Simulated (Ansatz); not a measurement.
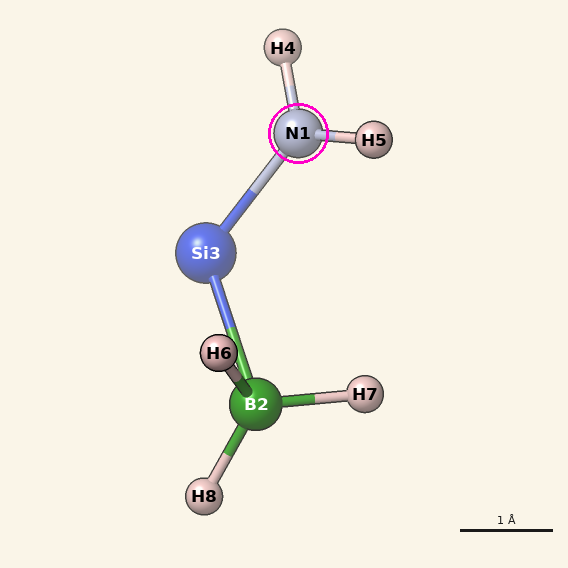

Orthographic view. Distant atoms are faded towards the background colour. State: neutral, doublet. Computed geometry: PBE0-D4/def2-TZVP optimisation. No frequency run is at hand to confirm it as a minimum.

### Which atoms are bonded to the circled atom?

The circled atom is N1; it is bonded to Si3, H4, H5.

### Which atom is nearest the viewer?

H6, 1.3 Å in front of the mean position.

### What is the shortest path along bonds from the circled atom to H6?

N1–Si3–B2–H6, 3 bonds; through space the two are 3.03 Å apart.

### Which two atoms are farthest apart in space?

H4 and H8, 5.02 Å.
